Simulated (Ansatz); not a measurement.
# CH4FNSSi: small, medium and large basis sets

Aim: see how fast density functionals converge with the basis set for CH4FNSSi.

Computed with Ansatz 0.2.0, Gaussian basis. Level: one geometry, several basis sets.

Plan: PBE0-D4/def2-SVP; ωB97M-V/def2-SVP; PBE0-D4/def2-QZVPP; ωB97M-V/def2-QZVPP; the functionals' def2-TZVPP values are taken from earlier runs.

**1. Structure used throughout**

All runs share one geometry, relaxed beforehand with PBE0-D4 in a triple-zeta def2 set.

9 atoms, charge 0, spin multiplicity 1.

Atoms are counted from 1 here; the program's logs count them from 0.

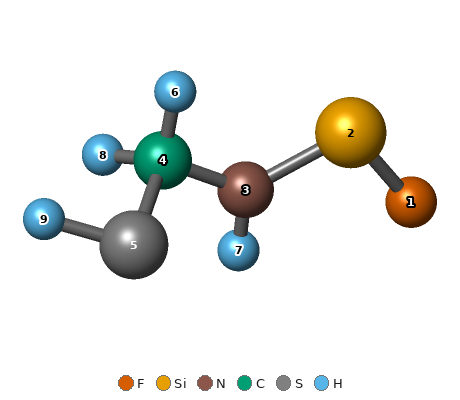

The structure; fluorine orange, silicon amber, nitrogen brown, carbon teal, sulfur grey, hydrogen blue; atoms are numbered from 1 in the order of the file.

Geometry (Å):

| atom | x (Å) | y (Å) | z (Å) |
| --- | --- | --- | --- |
| F1 | 1.8173 | 0.0950 | -2.6783 |
| Si2 | 0.7377 | 0.9738 | -1.8486 |
| N3 | 0.3253 | -0.2001 | -0.6717 |
| C4 | -0.6045 | 0.0285 | 0.3916 |
| S5 | 0.2870 | 0.0697 | 1.9908 |
| H6 | -1.1011 | 0.9880 | 0.2270 |
| H7 | 0.7761 | -1.1066 | -0.6438 |
| H8 | -1.3656 | -0.7525 | 0.4421 |
| H9 | -0.7839 | -0.1421 | 2.7737 |

**2. PBE0-D4 in def2-SVP**

File in.yaml:

```yaml
crystal:
  periodic: [false, false, false]
  atoms:
    - {symbol: F, position_ang: [1.817265, 0.094954, -2.678273]}
    - {symbol: Si, position_ang: [0.737734, 0.973842, -1.848587]}
    - {symbol: N, position_ang: [0.325312, -0.200117, -0.671675]}
    - {symbol: C, position_ang: [-0.604451, 0.028511, 0.391570]}
    - {symbol: S, position_ang: [0.286973, 0.069681, 1.990781]}
    - {symbol: H, position_ang: [-1.101053, 0.987986, 0.227043]}
    - {symbol: H, position_ang: [0.776148, -1.106622, -0.643768]}
    - {symbol: H, position_ang: [-1.365555, -0.752479, 0.442085]}
    - {symbol: H, position_ang: [-0.783873, -0.142058, 2.773725]}
basis:
  gaussian: {orbitals: def2-SVP}
hamiltonian: {xc: pbe0, dispersion: d4}
output: {orbitals: {seedname: orbitals}}
```

Launch:

```console
ansatz run in.yaml --threads 4 --pin off --events-out ev --progress --plain --max-ram 10444MiB
```

The log of the run:

```text
Functional definition: PBE0
  name "PBE0"
  cite "Adamo & Barone, J. Chem. Phys. 110, 6158 (1999) doi:10.1063/1.478522"
  cite "Perdew, Burke & Ernzerhof, Phys. Rev. Lett. 77, 3865 (1996) doi:10.1103/PhysRevLett.77.3865"
  parent pbe
  parameter a = 0.25
  parameter kappa = 0.804
  parameter beta = 0.06672455060314922
  exchange = (1 - a)*pbe_x(kappa = kappa, mu = beta*pi^2/3) + a*exact_x
  correlation = pbe_c(beta = beta)
952 factors; integrals over basis functions are off by at most 1.3e-3 eV
mean field evaluation 1: about -23994.7474 eV, gradient 5.3e1 eV
mean field evaluation 2: about -23982.7494 eV, gradient 8.8e1 eV
mean field evaluation 4: about -24000.4387 eV, gradient 5.7e0 eV
mean field evaluation 8: about -24000.6197 eV, gradient 1.6e-1 eV
mean field evaluation 16: about -24000.6198 eV, gradient 6.1e-5 eV
mean field -24000.61977241 eV, -882.0065084318 hartree, gradient 1.9e-5 eV, S^2 0.000000; 0 other end points of the search recorded, 0 dependent functions left out
reference -24000.61979838 eV, -882.0065093861 hartree; 28, 28 occupied and 70, 70 virtual orbitals, 952 factors
Total energy: -24000.80633833 eV, -882.0133646027 hartree
```

Wall time 0.8 s (4 threads of Intel Xeon at 2.80GHz, shared host).

**3. ωB97M-V in def2-SVP**

in.yaml, as its differences from that of step 2:

```diff
@@ -14,3 +14,3 @@
   gaussian: {orbitals: def2-SVP}
-hamiltonian: {xc: pbe0, dispersion: d4}
+hamiltonian: {xc: {name: wB97M-V}}
 output: {orbitals: {seedname: orbitals}}
```

Launched as before.

The log of the run, shortened:

```text
Functional definition: wB97M-V
  name "wB97M-V"
  cite "Mardirossian & Head-Gordon, J. Chem. Phys. 144, 214110 (2016) doi:10.1063/1.4952647"
  cite "Becke, J. Chem. Phys. 107, 8554 (1997) doi:10.1063/1.475007"
  cite "Vydrov & Van Voorhis, J. Chem. Phys. 133, 244103 (2010) doi:10.1063/1.3521275"
  # Of w^i u^j: cxij and so on, Table III.
[...]
  gx(w, u) = 1 - cx + cx01*u + cx10*w
  gss(w, u) = css00 + css04*u^4 + css10*w + css20*w^2 + css43*w^4*u^3
  gos(w, u) = cos00 + cos10*w + (cos20 + cos21*u)*w^2 + (cos60 + cos61*u)*w^6
[...]
      + integral(e_c_pw_mod_opposite_spin*gos(b97_w_opposite, b97_u_opposite)) + vv10(b, c)
952 factors; integrals over basis functions are off by at most 1.3e-3 eV
284 factors; integrals over basis functions are off by at most 9.9e-6 eV
[...]
mean field -24010.54574703 eV, -882.3712812707 hartree, gradient 6.0e-5 eV, S^2 0.000000; 0 other end points of the search recorded, 0 dependent functions left out
reference -24010.54578739 eV, -882.3712827542 hartree; 28, 28 occupied and 70, 70 virtual orbitals, 952 factors
Total energy: -24010.54578739 eV, -882.3712827542 hartree
```

Wall time 2.8 s (4 threads of Intel Xeon at 2.80GHz, shared host); peak memory 0.31 GiB.

**4. PBE0-D4 in def2-QZVPP**

in.yaml, as its differences from that of step 3:

```diff
@@ -13,4 +13,4 @@
 basis:
-  gaussian: {orbitals: def2-SVP}
-hamiltonian: {xc: {name: wB97M-V}}
+  gaussian: {orbitals: "def2-QZVPP.json"}
+hamiltonian: {xc: pbe0, dispersion: d4}
 output: {orbitals: {seedname: orbitals}}
```

Same command.

The log of the run:

```text
Functional definition: PBE0
  name "PBE0"
  cite "Adamo & Barone, J. Chem. Phys. 110, 6158 (1999) doi:10.1063/1.478522"
  cite "Perdew, Burke & Ernzerhof, Phys. Rev. Lett. 77, 3865 (1996) doi:10.1103/PhysRevLett.77.3865"
  parent pbe
  parameter a = 0.25
  parameter kappa = 0.804
  parameter beta = 0.06672455060314922
  exchange = (1 - a)*pbe_x(kappa = kappa, mu = beta*pi^2/3) + a*exact_x
  correlation = pbe_c(beta = beta)
1534 factors; their error is unknown
mean field evaluation 1: about -24005.6185 eV, gradient 6.9e1 eV
mean field evaluation 2: about -23981.9545 eV, gradient 1.2e2 eV
mean field evaluation 4: about -24014.4872 eV, gradient 9.9e0 eV
mean field evaluation 8: about -24014.6214 eV, gradient 2.2e-1 eV
mean field evaluation 16: about -24014.6411 eV, gradient 1.7e-4 eV
mean field -24014.64106241 eV, -882.5217813353 hartree, gradient 3.2e-5 eV, S^2 0.000000; 0 other end points of the search recorded, 0 dependent functions left out
reference -24014.64109727 eV, -882.5217826163 hartree; 28, 28 occupied and 403, 403 virtual orbitals, 1534 factors
Total energy: -24014.82763722 eV, -882.5286378330 hartree
```

Wall time 5.5 s (4 threads of Intel Xeon at 2.80GHz, shared host); peak memory 1.5 GiB.

**5. ωB97M-V in def2-QZVPP**

in.yaml, as its differences from that of step 4:

```diff
@@ -14,3 +14,3 @@
   gaussian: {orbitals: "def2-QZVPP.json"}
-hamiltonian: {xc: pbe0, dispersion: d4}
+hamiltonian: {xc: {name: wB97M-V}}
 output: {orbitals: {seedname: orbitals}}
```

Launched as before.

The log of the run, shortened:

```text
Functional definition: wB97M-V
  name "wB97M-V"
  cite "Mardirossian & Head-Gordon, J. Chem. Phys. 144, 214110 (2016) doi:10.1063/1.4952647"
  cite "Becke, J. Chem. Phys. 107, 8554 (1997) doi:10.1063/1.475007"
  cite "Vydrov & Van Voorhis, J. Chem. Phys. 133, 244103 (2010) doi:10.1063/1.3521275"
  # Of w^i u^j: cxij and so on, Table III.
[...]
  gx(w, u) = 1 - cx + cx01*u + cx10*w
  gss(w, u) = css00 + css04*u^4 + css10*w + css20*w^2 + css43*w^4*u^3
  gos(w, u) = cos00 + cos10*w + (cos20 + cos21*u)*w^2 + (cos60 + cos61*u)*w^6
[...]
      + integral(e_c_pw_mod_opposite_spin*gos(b97_w_opposite, b97_u_opposite)) + vv10(b, c)
1486 factors; their error is unknown
327 factors; integrals over basis functions are off by at most 1.5e-5 eV
[...]
mean field -24024.67847639 eV, -882.8906494954 hartree, gradient 3.7e-5 eV, S^2 0.000000; 0 other end points of the search recorded, 0 dependent functions left out
reference -24024.67853122 eV, -882.8906515104 hartree; 28, 28 occupied and 403, 403 virtual orbitals, 1486 factors
Total energy: -24024.67853122 eV, -882.8906515104 hartree
```

Wall time 11 s (4 threads of Intel Xeon at 2.80GHz, shared host); peak memory 1.8 GiB.

**6. Density functionals: the series**

The def2-TZVPP values come from earlier runs at the same geometry.

| functional | basis | functions | energy (eV) | from the largest (eV) | HOMO (eV) | LUMO (eV) |
| --- | --- | --- | --- | --- | --- | --- |
| PBE0-D4 | def2-SVP | 98 | -24000.8063 | 14.021 | -6.93 | -1.15 |
| PBE0-D4 | def2-TZVPP | 233 | -24013.9132 | 0.914 | -7.10 | -1.35 |
| PBE0-D4 | def2-QZVPP | 431 | -24014.8276 | 0.000 | -7.15 | -1.44 |
| ωB97M-V | def2-SVP | 98 | -24010.5458 | 14.133 | -9.12 | 0.96 |
| ωB97M-V | def2-TZVPP | 233 | -24023.8076 | 0.871 | -9.31 | 0.63 |
| ωB97M-V | def2-QZVPP | 431 | -24024.6785 | 0.000 | -9.37 | 0.45 |

**7. Summary of results**

| quantity | value |
| --- | --- |
| PBE0-D4: double and triple zeta above quadruple | 14.02, 0.91 eV |
| ωB97M-V: double and triple zeta above quadruple | 14.13, 0.87 eV |

**Reading.** PBE0-D4 gains 13.11 eV from double to triple zeta, then 0.91 eV more. These are total energies; as a rule much of such shifts cancels in differences, which this series doesn't test. The LUMO of ωB97M-V is positive and keeps falling with the basis (0.96 to 0.45 eV): an unbound level that the basis holds in place.

For PBE0-D4 the largest set took about 7 times as long as the smallest (5.5 s against 0.8 s).
